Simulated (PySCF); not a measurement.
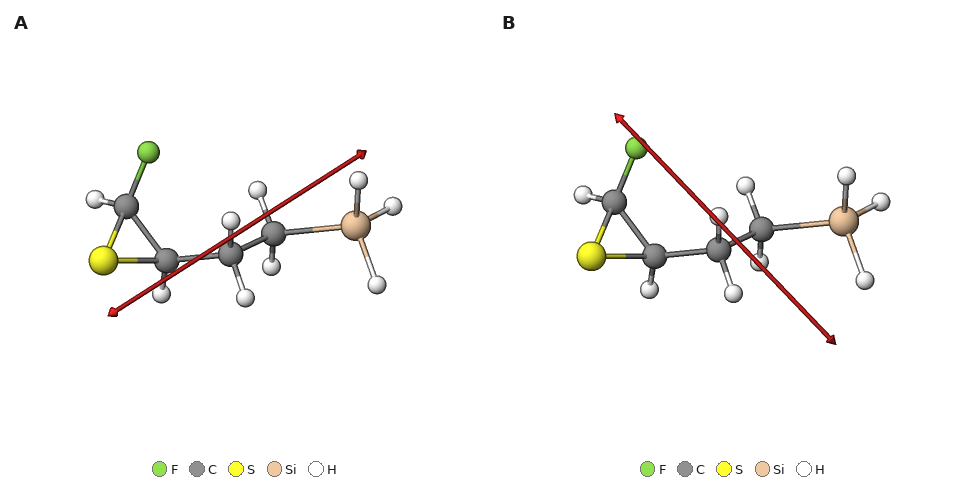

The double arrows show the directions of two transition dipoles from the ground state (lengths mean nothing). The computed structure is the end point of a GFN2-xTB optimisation. No frequency run is at hand to confirm it as a minimum. Properties computed with TDDFT PBE0/def2-SVPD, vertical, gas phase, core orbitals frozen in the response (PySCF 2.14.0).

Question: One belongs to singlet state 5 and one to singlet state 6. Which is which?

Answer: A: state 5, 7.36 eV (169 nm), oscillator strength 0.028, of mixed character, with the largest part HOMO−2 → LUMO (weight 0.28).
B: state 6, 7.40 eV (168 nm), oscillator strength 0.028, of mixed character, with the largest part HOMO → LUMO+4 (weight 0.44).

The geometry is semi-empirical. Around Si such bond lengths and angles can be off by a tenth of an ångström or more and by several degrees, and values that hang on the shape move with them.
